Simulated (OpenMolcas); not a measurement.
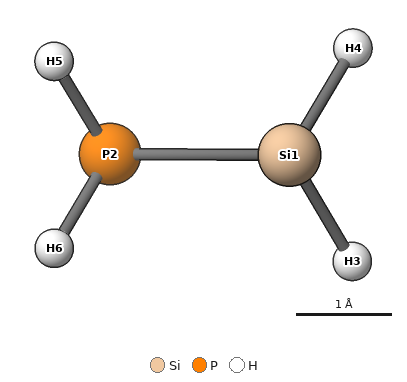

*The structure as given in the input (ball-and-stick view, seen at a tilt; atoms are numbered from 1 in the order of the input).*

Bond lengths as drawn: H–P 1.38 Å, H–Si 1.50 Å and P–Si 2.23 Å.

Excited-state calculation of SiPH$_{4}$ (charge −1) (part 1 of 3)

- system: SiPH$_{4}$, charge −1
- method: MRACPF/ANO-S-VDZP (OpenMolcas 26.06)

The run did not end well. The geometry comes from this level: GFN2-xTB.

### What the program printed
```
--- Start Module: gateway ---

                                              &GATEWAY

                       available to each process: 1.9 GB of memory, 1 thread

++    Symmetry information:
      ---------------------

                    Character Table for C1

                             E
                    a        1  x, y, xy, Rz, z, xz, Ry, yz, Rx, I
--

++    Basis set information:
      ----------------------

      Basis set label: SI.ANO-S...4S3P1D.

      Electronic valence basis set:
      ------------------
      Associated Effective Charge  14.000000 au
      Associated Actual Charge     14.000000 au
      Nuclear Model: Point charge

      Shell  nPrim  nBasis  Cartesian Spherical Contaminant
         s      13       4        X
         p      10       3        X
         d       4       1                 X

      Basis set label: P.ANO-S...4S3P1D.

      Electronic valence basis set:
      ------------------
      Associated Effective Charge  15.000000 au
      Associated Actual Charge     15.000000 au
      Nuclear Model: Point charge

      Shell  nPrim  nBasis  Cartesian Spherical Contaminant
         s      13       4        X
         p      10       3        X
         d       4       1                 X

      Basis set label: H.ANO-S...2S1P.

      Electronic valence basis set:
      ------------------
      Associated Effective Charge   1.000000 au
      Associated Actual Charge      1.000000 au
      Nuclear Model: Point charge

      Shell  nPrim  nBasis  Cartesian Spherical Contaminant
         s       7       2        X
         p       3       1        X
--

++    Molecular structure info:
      -------------------------

                    ************************************************
                    **** Cartesian Coordinates / bohr, angstrom ****
                    ************************************************

     Center  Label                x              y              z                     x              y              z
        1      SI1              0.000000       0.000000       0.000000              0.000000       0.000000       0.000000
        2      P2               0.000000       0.000000       4.205132              0.000000       0.000000       2.225260
        3      H3               2.822865       0.000000      -0.317081              1.493796       0.000000      -0.167792
        4      H4              -0.367210      -2.798336      -0.321508             -0.194319      -1.480815      -0.170135
        5      H5              -2.588305       0.148700       4.388317             -1.369672       0.078688       2.322197
        6      H6               0.222809       2.583064       4.390407              0.117905       1.366899       2.323303

                    ***************************************
                    *    InterNuclear Distances / bohr    *
                    ***************************************

               1 SI1           2 P2            3 H3            4 H4            5 H5            6 H6
    1 SI1      0.000000
    2 P2       4.205132        0.000000
    3 H3       2.840617        5.330945        0.000000
    4 H4       2.840580        5.334416        4.243499        0.000000
    5 H5       5.096937        2.599037        7.172423        5.983371        0.000000
    6 H6       5.098778        2.599267        5.965983        7.177028        3.718669        0.000000

                    *******************************************
                    *    InterNuclear Distances / angstrom    *
                    *******************************************

               1 SI1           2 P2            3 H3            4 H4            5 H5            6 H6
    1 SI1      0.000000
    2 P2       2.225260        0.000000
    3 H3       1.503190        2.821015        0.000000
    4 H4       1.503170        2.822851        2.245563        0.000000
    5 H5       2.697183        1.375351        3.795483        3.166264        0.000000
    6 H6       2.698157        1.375473        3.157062        3.797920        1.967835        0.000000

                    **************************************
                    *    Valence Bond Angles / degree    *
                    **************************************
                          Atom centers                 Phi
                      3 H3       1 SI1      4 H4        96.65
                      5 H5       2 P2       6 H6        91.35
--

            Nuclear Potential Energy             83.57454764 au

--- Stop Module: gateway /rc=_RC_ALL_IS_WELL_ ---

--- Start Module: seward ---

                                              &SEWARD

                       available to each process: 1.9 GB of memory, 1 thread

               SEWARD will generate:
                  Multipole Moment integrals up to order  2
                  Kinetic Energy integrals
                  Nuclear Attraction integrals (point charge)
                  One-Electron Hamiltonian integrals
                  Velocity integrals
                  Orbital angular momentum around (  0.0014  -0.0011   2.1983 )
                  Velocity quadrupole around (  0.0014  -0.0011   2.1983 )
                  Two-Electron Repulsion integrals

                   Integrals are discarded if absolute value <: 1.00E-14
                   Integral cutoff threshold is set to       <: 1.00E-16

            Nuclear Potential Energy             83.57454764 au

      Basis set specifications :
      Symmetry species         a
      Basis functions           56

--- Stop Module: seward /rc=_RC_ALL_IS_WELL_ ---
--- Module seward spent 1 second ---

--- Start Module: rasscf ---

                                              &RASSCF

                       available to each process: 1.9 GB of memory, 1 thread

      Header of the ONEINT file:
      --------------------------

      OrdInt status: non-squared

      Cartesian coordinates in angstrom:
      -----------------------------------------------------
      No.  Label        X            Y            Z
      -----------------------------------------------------
       1   SI1        0.00000000   0.00000000   0.00000000
       2   P2         0.00000000   0.00000000   2.22526000
       3   H3         1.49379584   0.00000000  -0.16779207
       4   H4        -0.19431924  -1.48081540  -0.17013471
       5   H5        -1.36967209   0.07868850   2.32219744
       6   H6         0.11790538   1.36689860   2.32330340
      -----------------------------------------------------
      Nuclear repulsion energy =   83.57454764

++    Wave function specifications:
      -----------------------------

      Number of closed shell electrons          28
      Number of electrons in active shells       6
      Max number of holes in RAS1 space          0
      Max nr of electrons in RAS3 space          0
      Number of inactive orbitals               14
      Number of active orbitals                  6
      Number of secondary orbitals              36
      Spin quantum number                      0.0
      State symmetry                             1
--

++    Orbital specifications:
      -----------------------

      Symmetry species                           1
                                                 a
      Frozen orbitals                            0
      Inactive orbitals                         14
      Active orbitals                            6
      RAS1 orbitals                              0
      RAS2 orbitals                              6
      RAS3 orbitals                              0
      Secondary orbitals                        36
      Deleted orbitals                           0
      Number of basis functions                 56
--

++    CI expansion specifications:
      ----------------------------

      Number of CSFs                           175
      Number of spin combinations              210
      Number of determinants                   400
      Number of root(s) required                 2
      Root chosen for geometry opt.              2
      CI roots used                              1     2
      weights                                0.500 0.500
      highest root included in the CI            2
      max. size of the explicit Hamiltonian    175
--

++    Optimization specifications:
      ----------------------------

      RASSCF algorithm: Conventional
      Maximum number of macro iterations       200
      Maximum number of SX iterations          100
      Threshold for RASSCF energy            1.000E-08
      Threshold for max MO rotation          1.000E-01
      Threshold for max BLB element          1.000E-04
      Level shift parameter                  5.000E-01
      Make Quasi-Newton update
--

      The MO-coefficients are taken from the file:
      step2.RasOrb
      Title: RASSCF average (pseudo-natural) orbitals

      Total molecular charge   -1.00

      ************************************************************************************************************************
      *                                            Wave function control section                                             *
      ************************************************************************************************************************

                                         RASSCF iterations: Energy and convergence statistics
                                         ----------------------------------------------------

          iter iter root      energy       change     param      element    value   shift minimum  type update hh:mm:ss
 Nr of preliminary CI iterations:   1
        1   1   20    0  -631.92671585    0.00E+00   2.65E-02   16  38 1 -1.12E-02*  0.29   0.00    SX    NO    0:00:00
        2   1   20    0  -631.92785959   -1.14E-03* -2.86E-02   16  23 1  2.67E-03*  0.28   0.00    SX    NO    0:00:00
        3   1   19    0  -631.92866817   -8.09E-04*  3.10E-02   19  33 1 -2.31E-03*  0.28   0.00    SX    NO    0:00:00
        4   1   19    0  -631.92953483   -8.67E-04*  3.26E-02   19  33 1 -2.52E-03*  0.28   0.00    SX    NO    0:00:00
        5   1   19    0  -631.93044202   -9.07E-04*  3.93E-02   19  33 1 -2.63E-03*  0.28   2.50    LS   YES    0:00:00
        6   1   17    0  -631.93151547   -1.07E-03* -1.63E-01*  19  33 1 -2.62E-03*  0.28   2.50    QN   YES    0:00:00
        7   1   16    0  -631.93468603   -3.17E-03* -7.58E-02   18  28 1 -1.43E-03*  0.28   1.39    QN   YES    0:00:00
        8   1   17    0  -631.93524846   -5.62E-04* -3.39E-02   16  33 1 -1.91E-03*  0.28   1.42    QN   YES    0:00:00
        9   1   17    0  -631.93546656   -2.18E-04* -3.97E-02   16  33 1 -1.38E-03*  0.28   2.29    QN   YES    0:00:00
       10   1   16    0  -631.93572676   -2.60E-04* -3.59E-02   18  35 1 -8.63E-04*  0.28   1.91    QN   YES    0:00:00
       11   1   16    0  -631.93598875   -2.62E-04* -5.91E-02   16  33 1  1.10E-03*  0.28   2.23    QN   YES    0:00:00
       12   1   17    0  -631.93639241   -4.04E-04* -8.74E-02   16  33 1  2.70E-03*  0.27   1.96    QN   YES    0:00:00
       13   1   18    0  -631.93688007   -4.88E-04*  5.31E-02   16  33 1  4.36E-03*  0.27   1.23    QN   YES    0:00:00
       14   1   18    0  -631.93731538   -4.35E-04* -5.04E-02   16  33 1  4.41E-03*  0.27   1.69    QN   YES    0:00:00
       15   1   17    0  -631.93796180   -6.46E-04* -4.92E-02   16  33 1  2.40E-03*  0.27   1.50    QN   YES    0:00:00
       16   1   16    0  -631.93833452   -3.73E-04* -2.04E-02   18  35 1  1.03E-03*  0.27   1.57    QN   YES    0:00:00
       17   1   15    0  -631.93849960   -1.65E-04* -1.37E-02   16  33 1 -7.18E-04*  0.27   1.56    QN   YES    0:00:00
       18   1   15    0  -631.93858078   -8.12E-05* -1.60E-02   16  33 1 -9.13E-04*  0.27   1.70    QN   YES    0:00:00
       19   1   15    0  -631.93862930   -4.85E-05* -1.69E-02   16  33 1 -5.58E-04*  0.27   1.52    QN   YES    0:00:00
       20   1   15    0  -631.93865531   -2.60E-05* -1.18E-02   18  35 1 -3.80E-04*  0.27   1.41    QN   YES    0:00:00
       21   1   14    0  -631.93867292   -1.76E-05* -9.02E-03   18  35 1 -3.30E-04*  0.27   1.61    QN   YES    0:00:00
       22   1   14    0  -631.93868675   -1.38E-05* -6.29E-03   16  33 1  3.49E-04*  0.27   1.68    QN   YES    0:00:00
       23   1   14    0  -631.93869437   -7.62E-06*  2.97E-03   16  33 1  2.51E-04*  0.27   1.51    QN   YES    0:00:00
       24   1   13    0  -631.93869736   -2.98E-06*  2.07E-03   17  23 1 -9.88E-05   0.27   1.60    QN   YES    0:00:00
       25   1   12    0  -631.93869892   -1.56E-06* -1.64E-03   18  33 1  9.56E-05   0.27   1.66    QN   YES    0:00:00
       26   1   12    0  -631.93869993   -1.01E-06* -1.89E-03   18  33 1  9.13E-05   0.27   1.77    QN   YES    0:00:00
       27   1   12    0  -631.93870070   -7.70E-07* -1.76E-03   18  33 1  6.63E-05   0.27   1.74    QN   YES    0:00:00
       28   1   11    0  -631.93870123   -5.25E-07* -1.13E-03   17  23 1  5.91E-05   0.27   1.62    QN   YES    0:00:00
       29   1   11    0  -631.93870149   -2.66E-07* -5.42E-04   17  29 1  5.61E-05   0.27   1.48    QN   YES    0:00:00
       30   1   10    0  -631.93870159   -9.71E-08* -3.20E-04   17  29 1  3.24E-05   0.27   1.44    QN   YES    0:00:00
       31   1   10    0  -631.93870162   -3.53E-08*  2.33E-04   15  28 1  1.37E-05   0.27   1.52    QN   YES    0:00:00
       32   1    9    0  -631.93870164   -1.75E-08*  1.84E-04   17  29 1 -1.36E-05   0.27   1.59    QN   YES    0:00:00
       33   1    9    0  -631.93870165   -9.61E-09   9.60E-05   17  29 1 -1.66E-05   0.27   1.53    QN   YES    0:00:00
      Convergence after 33 iterations
       34   1    9    0  -631.93870166   -4.31E-09   9.60E-05   17  29 1 -9.19E-06   0.27   1.53    QN   YES    0:00:00

      ************************************************************************************************************************
                                                      Wave function printout:
                       occupation of active orbitals, and spin coupling of open shells (u,d: Spin up or down)
      ************************************************************************************************************************

      Note: transformation to natural orbitals
      has been made, which may change the order of the CSFs.

      printout of CI-coefficients larger than  0.05 for root  1
      energy=    -632.000675
      conf/sym  111111     Coeff  Weight
             1  222000  -0.98474 0.96972
             5  2u2d00  -0.05828 0.00340
            13  220020   0.05024 0.00252
            16  220002   0.05871 0.00345
            52  u2u0dd  -0.06402 0.00410

      printout of CI-coefficients larger than  0.05 for root  2
      energy=    -631.876728
      conf/sym  111111     Coeff  Weight
             1  222000  -0.05656 0.00320
             5  2u2d00   0.97903 0.95850
            20  2udu0d   0.05123 0.00262
            32  202u0d  -0.05632 0.00317
            48  2uud0d   0.06727 0.00452
            57  2u0d20   0.05296 0.00280
            62  2u0d02   0.07350 0.00540
           156  uuuddd  -0.05146 0.00265

      Natural orbitals and occupation numbers for root  1
      sym 1:   1.995468   1.984620   1.972258   0.002134   0.016922   0.028598

      Natural orbitals and occupation numbers for root  2
      sym 1:   1.985553   1.081363   1.960059   0.923518   0.017233   0.032274

      ************************************************************************************************************************
      *                                                    Final results                                                     *
      ************************************************************************************************************************

++    Final optimization conditions:
      ------------------------------

      Average CI energy                            -631.93870166
      RASSCF energy for state  2                   -631.87672847
      Super-CI energy                                -0.00000000
      RASSCF energy change                           -0.00000000
      Max change in MO coefficients              -2.860E-04
      Max non-diagonal density matrix element     9.596E-05
      Maximum BLB matrix element                 -9.188E-06
      (orbital pair  17,  29 in symmetry   1)
      Norm of electronic gradient            8.073E-02
--

      Final state energy(ies):
      ------------------------
```
